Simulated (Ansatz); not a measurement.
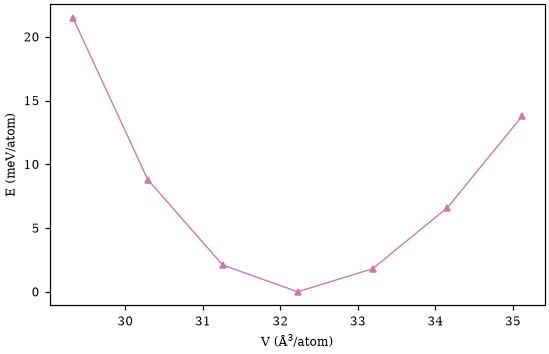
Figure: Cs₂P₂Pd in space group Cmcm (No. 63; Cs on 4c, Cs on 4c, P on 8g, Pd on 4a) under volume change, the program Ansatz at the r²SCAN level (PAW), shape and atoms relaxed at each volume.

### Question
What does a third-order Birch–Murnaghan fit give for V₀, B₀ and B′?

### Answer
V₀ = 32.23 Å³/atom, B₀ = 20.8 GPa, B′ = 6.3.

The workflow started from a Materials Project entry (that database holds measured and hypothetical structures alike); the Crystallography Open Database copy checked does not list it. Whether it is the stable phase at ambient conditions was not checked. The r²SCAN relaxation kept the symmetry of its start; whether a distortion lowers the energy is not shown. The run is not spin-polarised. Spin–orbit coupling is left out wherever it is not named.

Potentials: the later of the program's two PAW sets.
